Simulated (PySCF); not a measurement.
Consider Si7.

```xyz
7

Si    0.5638   -1.6330    0.3167
Si   -0.1109    0.6160    0.9083
Si   -0.6882    1.8107   -1.1132
Si   -0.0663   -0.2808   -1.6424
Si   -0.8328    2.8124    0.9295
Si    0.5517   -0.9222    2.4676
Si    0.5894   -2.3933   -1.9207
```

Geometry: PBE-D3(BJ)/def2-SVP.

Level of theory: DFT single point, gas phase, functional PBE0 (PySCF 2.14.0, density-fitted response routines).

**What will maps of the electron density and electron localisation function show?**

Si–Si (2.23 Å): ρ is about 0.57 e/Å³ halfway; the ELF peaks at about 0.80 between the atoms (a shared electron pair).
Si–Si (2.28 Å): ρ is about 0.53 e/Å³ halfway; the ELF peaks at about 0.80 between the atoms (localised, covalent bonding).
Si–Si (2.36 Å): ρ at the midpoint is about 0.51 e/Å³; the ELF peaks at about 0.85 between the atoms; a covalent bond.
Si–Si (2.42 Å): ρ at the midpoint is about 0.45 e/Å³; the ELF peaks at about 0.75 between the atoms.

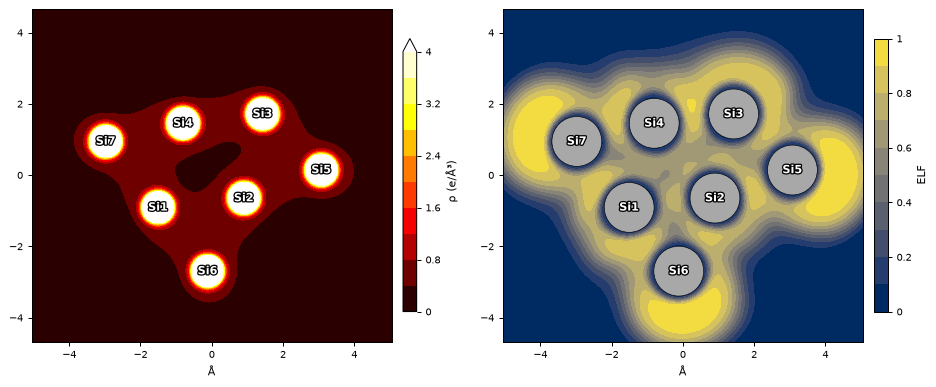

Computed electron density and electron localisation function on the molecular plane, in this order. Grey discs cover the atomic cores in the ELF map. 
